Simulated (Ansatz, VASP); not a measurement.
# CaO (Lime) in two plane-wave programs, part 2 of 2

One calculation is typed for both programs; each brings its own data sets. How far apart do they land?  Valence electrons are named where the data sets of a main pair hold unlike numbers.

VASP 6.6.1 and Ansatz 0.2.0.

So far. Step 2 (VASP: band structure, LDA): The PAW data sets were made with PBE, though LDA sets exist; pressures can shift by 1 GPa and more with it. At this level the cell is under a tension of 6.7 GPa, so at these settings it is away from equilibrium. Step 4 (Comparison): Among the levels compared at these points, filled levels agree within 14 meV and empty ones within 30 meV. Ansatz's pressure holds a Pulay correction of 0.59 GPa; VASP's holds none.

## (6) VASP: band structure, PBE

Level of this step: PBE; plane waves and PAW (Ca_sv, O) (VASP).

The same cell, functional, mesh and smearing now go to VASP, with its own data sets.

The input, INCAR:

```
SYSTEM = CaO
PREC = Accurate
ENCUT = 520
EDIFF = 1E-06
NELM = 100
ISMEAR = 0
SIGMA = 0.02
LREAL = .FALSE.
ALGO = Normal
GGA = PE
NBANDS = 20
LORBIT = 11
LWAVE = .FALSE.
LCHARG = .FALSE.
KPAR = 4
```

The input, POSCAR:

```
CaO
1.0
    0.0000000000      2.4065000000      2.4065000000
    2.4065000000      0.0000000000      2.4065000000
    2.4065000000      2.4065000000      0.0000000000
Ca O
1 1
Direct
    0.0000000000      0.0000000000      0.0000000000
    0.5000000000      0.5000000000      0.5000000000
```

The input, KPOINTS:

```
Automatic mesh
0
Gamma
5 5 5
0 0 0
```

The input, KPOINTS_OPT:

```
Line mode
16
Line-mode
Reciprocal
  0.00000000   0.00000000   0.00000000 GAMMA
  0.50000000   0.00000000   0.50000000 X

  0.50000000   0.00000000   0.50000000 X
  0.50000000   0.25000000   0.75000000 W

  0.50000000   0.25000000   0.75000000 W
  0.37500000   0.37500000   0.75000000 K

  0.37500000   0.37500000   0.75000000 K
  0.00000000   0.00000000   0.00000000 GAMMA

  0.00000000   0.00000000   0.00000000 GAMMA
  0.50000000   0.50000000   0.50000000 L

  0.50000000   0.50000000   0.50000000 L
  0.62500000   0.25000000   0.62500000 U

  0.62500000   0.25000000   0.62500000 U
  0.50000000   0.25000000   0.75000000 W

  0.50000000   0.25000000   0.75000000 W
  0.50000000   0.50000000   0.50000000 L

  0.50000000   0.50000000   0.50000000 L
  0.37500000   0.37500000   0.75000000 K

  0.62500000   0.25000000   0.62500000 U
  0.50000000   0.00000000   0.50000000 X
```

The projector-augmented-wave data sets are Ca_sv and O (PBE family, release 64).

Started as:

```
$ mpirun -np 4 vasp_std
```

Numbers of over 12 decimals in the logs are rounded to 6 here.

Output:

```text
[banner, memory and clock lines left out]
running    4 mpi-ranks, on    1 nodes
[...]
LDA part: xc-table for (Slater+PW92), standard interpolation
 POSCAR, INCAR and KPOINTS ok, starting setup
[...]
entering main loop
       N       E                     dE             d eps       ncg     rms          rms(c)
DAV:   1     0.125831910566E+03    0.12583E+03   -0.77832E+03   408   0.815E+02
DAV:   2    -0.923434370752E+01   -0.13507E+03   -0.12438E+03   448   0.244E+02
DAV:   3    -0.144082453730E+02   -0.51739E+01   -0.51219E+01   528   0.468E+01
DAV:   4    -0.145126423642E+02   -0.10440E+00   -0.10430E+00   500   0.561E+00
[...]
DAV:  10    -0.128019129784E+02   -0.64153E-03   -0.63694E-04   460   0.187E-01    0.572E-02
DAV:  11    -0.128018858697E+02    0.27109E-04   -0.34705E-05   516   0.662E-02    0.715E-03
DAV:  12    -0.128018861343E+02   -0.26460E-06   -0.77903E-06   472   0.197E-02
   1 F= -.12801886E+02 E0= -.12801886E+02  d E =-.302673E-54
 Start KPOINTS_OPT (optional k-point list driver)
k-point batch [1-10\160]
       N       E                     dE             ncg
DAV:   1    -0.404793575504E+03   -0.18814E+04      408
DAV:   2    -0.177620620434E+04   -0.13714E+04      420
DAV:   3    -0.182237478658E+04   -0.46169E+02      508
DAV:   4    -0.182340514989E+04   -0.10304E+01      548
DAV:   5    -0.182341461010E+04   -0.94602E-02      484
DAV:   6    -0.182341488721E+04   -0.27711E-03      504
DAV:   7    -0.182341489724E+04   -0.10033E-04      380
DAV:   8    -0.182341489761E+04   -0.36797E-06      328
[...]
k-point batch [151-160\160]
       N       E                     dE             ncg
DAV:   1    -0.478584499030E+03   -0.77280E+04      400
DAV:   2    -0.180979263829E+04   -0.13312E+04      444
DAV:   3    -0.185394042958E+04   -0.44148E+02      528
DAV:   4    -0.185475084173E+04   -0.81041E+00      460
DAV:   5    -0.185476243887E+04   -0.11597E-01      520
DAV:   6    -0.185476265897E+04   -0.22010E-03      452
DAV:   7    -0.185476266371E+04   -0.47422E-05      536
DAV:   8    -0.185476266380E+04   -0.84386E-07      308
```

Parts of OUTCAR (step 6):

```text
  Total        0.3084866      0.3084866      0.3084866     -0.0000000      0.0000000      0.0000000
  in kB       17.7320633     17.7320633     17.7320633     -0.0000000      0.0000000      0.0000000
  external PRESSURE =      17.7320633 kB  Pullay stress =       0.0000000 kB

 POSITION                                       TOTAL-FORCE (eV/Angst)
 -----------------------------------------------------------------------------------
      0.00000      0.00000      0.00000        -0.000000     -0.000000     -0.000000
      2.40650      2.40650      2.40650         0.000000      0.000000      0.000000
 -----------------------------------------------------------------------------------
    total drift:                                0.000000      0.000000      0.000000

  FREE ENERGIE OF THE ION-ELECTRON SYSTEM (eV)
  ---------------------------------------------------
  free  energy   TOTEN  =       -12.8018861343 eV

  energy  without entropy=      -12.8018861343  energy(sigma->0) =      -12.80188613

[... 2 parts as in an earlier step ...]

[... 1 further part left out ...]
[key lines of the parts left out:]
E-fermi :   2.5450
```

The run ends at a pressure of 1.77 GPa.

## (7) Differences

What differs besides the data sets and the points named for the pairs above, as far as they apply: VASP leaves aspherical gradient terms in its spheres out (LASPH is not set), Ansatz keeps them. Total energies have different zeros and are not compared.

Both answers:

| quantity | Ansatz | VASP | difference |
| --- | --- | --- | --- |
| pressure (GPa) | 1.20 | 1.77 | -0.57 |
| pressure without Ansatz's Pulay correction (GPa) | 0.79 | 1.77 | -0.98 |
| gap over the path points (eV) | 3.655 | 3.635 | +0.020 |

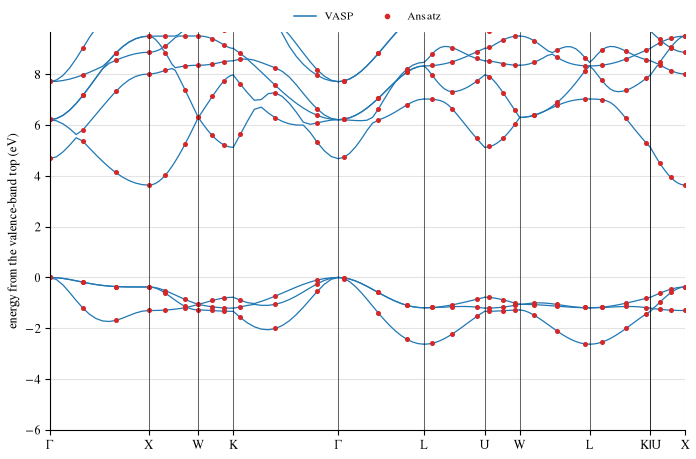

Bands from VASP (lines) and levels from Ansatz (dots). Dots without a line are higher empty bands that the VASP plot leaves out.

Levels at points of the path, from each program's valence-band top (eV; 3 filled, then empty):

| k (reciprocal lattice) | Ansatz | VASP |
| --- | --- | --- |
| 0.000 0.000 0.000 | 0.00 0.00 0.00 4.70 6.23 6.23 | 0.00 0.00 0.00 4.68 6.21 6.21 |
| 0.167 0.000 0.167 | -1.20 -0.18 -0.18 5.38 5.82 7.17 | -1.20 -0.19 -0.19 5.37 5.81 7.16 |
| 0.333 0.000 0.333 | -1.69 -0.36 -0.36 4.15 7.34 8.55 | -1.69 -0.36 -0.36 4.13 7.32 8.55 |
| 0.500 0.000 0.500 | -1.30 -0.37 -0.37 3.65 8.02 8.87 | -1.30 -0.38 -0.38 3.63 8.01 8.87 |
| 0.500 0.083 0.583 | -1.28 -0.61 -0.52 4.04 8.16 8.86 | -1.28 -0.62 -0.52 4.03 8.15 8.86 |
| 0.500 0.183 0.683 | -1.19 -1.13 -0.86 5.27 7.39 8.33 | -1.19 -1.14 -0.86 5.26 7.38 8.33 |
| 0.500 0.250 0.750 | -1.27 -1.05 -1.05 6.31 6.31 8.36 | -1.28 -1.06 -1.06 6.30 6.30 8.36 |
| 0.450 0.300 0.750 | -1.30 -1.15 -0.91 5.60 7.13 8.41 | -1.30 -1.16 -0.91 5.59 7.12 8.40 |
| 0.408 0.342 0.750 | -1.32 -1.20 -0.80 5.23 7.75 8.50 | -1.33 -1.20 -0.81 5.22 7.74 8.49 |
| 0.350 0.350 0.700 | -1.57 -1.16 -0.89 5.64 7.62 8.60 | -1.58 -1.16 -0.90 5.63 7.61 8.60 |

Among the levels compared at these points, filled levels agree within 14 meV and empty ones within 20 meV. Ansatz's pressure holds a Pulay correction of 0.41 GPa; VASP's holds none.

## (8) VASP: dielectric response, PBE

The response to a field tests empty states and converges slowly with the mesh.

The input, INCAR:

```
SYSTEM = CaO
PREC = Accurate
ENCUT = 520
EDIFF = 1E-08
NELM = 100
ISMEAR = 0
SIGMA = 0.01
LREAL = .FALSE.
ALGO = Normal
GGA = PE
NBANDS = 14
LORBIT = 11
LWAVE = .FALSE.
LCHARG = .FALSE.
KPAR = 4
LEPSILON = .TRUE.
```

POSCAR is that of step 6.

The input, KPOINTS:

```
Automatic mesh
0
Gamma
9 9 9
0 0 0
```

Started as:

```
$ mpirun -np 4 vasp_std
```

Output:

```text
[... set-up lines as in an earlier step ...]
 entering main loop
       N       E                     dE             d eps       ncg     rms          rms(c)
DAV:   1     0.125541096532E+03    0.12554E+03   -0.85487E+03   988   0.116E+03
DAV:   2    -0.880784519914E+01   -0.13435E+03   -0.12538E+03  1254   0.301E+02
DAV:   3    -0.143309837977E+02   -0.55231E+01   -0.54868E+01  1100   0.642E+01
DAV:   4    -0.145128165707E+02   -0.18183E+00   -0.18165E+00  1450   0.991E+00
[...]
DAV:  14    -0.128025964174E+02   -0.50524E-07   -0.68475E-08  1120   0.280E-03    0.248E-04
DAV:  15    -0.128025964334E+02   -0.16087E-07   -0.49867E-09   584   0.926E-04    0.143E-04
DAV:  16    -0.128025964236E+02    0.98769E-08   -0.13964E-09   490   0.420E-04
   1 F= -.12802596E+02 E0= -.12802596E+02  d E =-.193420E-24
 Linear response reoptimize wavefunctions to high precision
DAV:   1    -0.128025964253E+02   -0.17264E-08   -0.23473E-10   502   0.130E-04
DAV:   2    -0.128025964253E+02   -0.22737E-10   -0.73239E-11   490   0.594E-05
 Linear response G [H, r] |phi>, progress :
  Direction:   1
[...]
RMM:  16    -0.235373023862E+00    0.16430E-06   -0.62035E-07  3664   0.117E-04    0.118E-05
RMM:  17    -0.235373019584E+00    0.42777E-08   -0.43460E-07  2939   0.687E-05    0.980E-06
 change of polarisation eV/A/(eV/A) component  2 :     0.037     0.429    -0.003
 dielectric tensor                  component  2 :     0.240     3.786    -0.016
 Linear response to external field, progress :
  Direction:   3
       N       E                     dE             d eps       ncg     rms          rms(c)
RMM:   1    -0.210520735341E+00   -0.21052E+00   -0.59212E-01  4578   0.416E+00
RMM:   2    -0.221692770772E+00   -0.11172E-01   -0.39201E-02  3914   0.957E-01    0.752E-01
RMM:   3    -0.217860165079E+00    0.38326E-02   -0.15294E-02  3888   0.871E-01    0.399E-01
RMM:   4    -0.227576094232E+00   -0.97159E-02   -0.72655E-03  4188   0.710E-01    0.118E-01
[...]
RMM:  15    -0.235373145447E+00   -0.75893E-07   -0.78550E-07  4438   0.219E-04    0.251E-05
RMM:  16    -0.235373000600E+00    0.14485E-06   -0.26453E-07  3461   0.108E-04    0.123E-05
RMM:  17    -0.235373014515E+00   -0.13915E-07   -0.12555E-07  2871   0.677E-05    0.930E-06
 change of polarisation eV/A/(eV/A) component  3 :     0.005     0.029     0.429
 dielectric tensor                  component  3 :     0.032     0.191     3.786
 Born effective charges drift removed
```

Parts of OUTCAR (step 8):

```text
  Total        0.3105253      0.3105253      0.3105253      0.0000000      0.0000000     -0.0000000
  in kB       17.8492530     17.8492530     17.8492530      0.0000000      0.0000000     -0.0000000
  external PRESSURE =      17.8492530 kB  Pullay stress =       0.0000000 kB

 POSITION                                       TOTAL-FORCE (eV/Angst)
 -----------------------------------------------------------------------------------
      0.00000      0.00000      0.00000        -0.000000      0.000000      0.000000
      2.40650      2.40650      2.40650         0.000000     -0.000000     -0.000000
 -----------------------------------------------------------------------------------
    total drift:                                0.000000      0.000000      0.000000

 MACROSCOPIC STATIC DIELECTRIC TENSOR (including local field effects in DFT)
 ------------------------------------------------------
           3.785940     0.000000     0.000000
           0.000000     3.785940     0.000000
           0.000000    -0.000000     3.785940
 ------------------------------------------------------

[... 1 part as in an earlier step ...]

[... 1 further part left out ...]
```

The gap is read on the k-mesh alone, so it is an upper bound where the band edges lie off the mesh. Energies printed during the response cycles are not total energies of the cell.

## (9) Ansatz: dielectric response, PBE

The same cell, functional and mesh now go to Ansatz, which takes its cutoff from its data sets.

The input, input.yaml:

```yaml
crystal:
  lattice:
    - [0.0, 2.4065, 2.4065]
    - [2.4065, 0.0, 2.4065]
    - [2.4065, 2.4065, 0.0]
  atoms:
    - { symbol: Ca, position: [0.0, 0.0, 0.0] }
    - { symbol: O, position: [0.5, 0.5, 0.5] }
hamiltonian:
  xc: pbe
  pseudopotentials: { kind: paw }
kpoints:
  mp_grid: { grid: [9, 9, 9] }
scf:
  occupations: { method: fixed }
dielectric:
  method: response
```

Started as:

```
$ ansatz run input.yaml --threads 2 --pin off --max-ram 4608MiB --backend cpu --events-out ev --progress --plain --runs-dir out
```

Output:

```text
[...]
Crystal: 2 atoms, lattice volume = 27.873 Å³
Basis set: ecut = 420 eV, 537 PW (Γ), exchange–correlation on 48×48×48 points (8 copies of the dense FFT grid, shifted against one another)
Bands: 12, of which v1, the nominal top of the filled ones, is band 8 counted from 1 (7 counted from 0)
Symmetry: 48 space group operations
k-points: 75 of 729 (irreducible under 8 space group operations, time reversal used)
[...]
Born effective charges Z* (e; rows j = field, columns β = displacement):
    site 0:
         2.35511    0.00000   -0.00000
        -0.00000    2.35511   -0.00000
         0.00000   -0.00000    2.35511
    site 1:
        -2.35511   -0.00000    0.00000
         0.00000   -2.35511    0.00000
         0.00000    0.00000   -2.35511
  Z* charge neutrality: 4.424e-6 e pre-enforcement
  k-mesh period / interband length: 30.6 Å / 1.38 Å = 22.14 at k = (0.0000, 0.0000, 0.0000), direct gap 4.697 eV — 14 or more, which is no proof of convergence
[key lines of the parts left out:]
SCF converged after 10 iterations
Free energy (F): -2387.721649 eV
Fermi energy:    7.648847 eV
```

Elapsed: 6.1 s, on 2 threads of Arm Neoverse N1, shared host; peak memory 0.33 GiB.

## (10) Comparison

The two programs side by side:

| quantity | Ansatz | VASP | difference |
| --- | --- | --- | --- |
| ε∞ xx | 3.79 | 3.79 | +0.11 % |
| ε∞ yy | 3.79 | 3.79 | +0.11 % |
| ε∞ zz | 3.79 | 3.79 | +0.11 % |
| Born charge of Ca1 (mean of the diagonal) (e) | 2.36 | 2.36 | 0.00 |
| Born charge of O2 (mean of the diagonal) (e) | -2.36 | -2.36 | 0.00 |

## (11) What came out

```yaml
largest_difference_of_a_filled_level_at_the_path_points_band_structure_lda: 14 meV
difference_in_pressure_band_structure_lda: -0.68 GPa
largest_difference_of_a_filled_level_at_the_path_points_band_structure_pbe: 14 meV
difference_in_pressure_band_structure_pbe: -0.57 GPa
difference_in_eps_infinity_xx_dielectric_response_pbe: 0.11 %
```

What this shows: The difference in pressure is -0.68 GPa (band structure, LDA), within the 1 GPa picked in this series as the mark of a large difference. 1 further run of this series is not shown here. How closely two codes agree says nothing of how well the functional describes the real material.

[Lines on the potential files, build, host, timing and source positions are cut from VASP's logs without a mark.]

[Logs are printed without paths, hosts, clocks, repeated set-up lines and the standing remarks that a program may print on its own settings, such as how far it seeks lower states.]

[Hosts, paths, dates, database ids (printed as entryN), source tags and the programs' standing remarks are cut or masked in the printed files.]
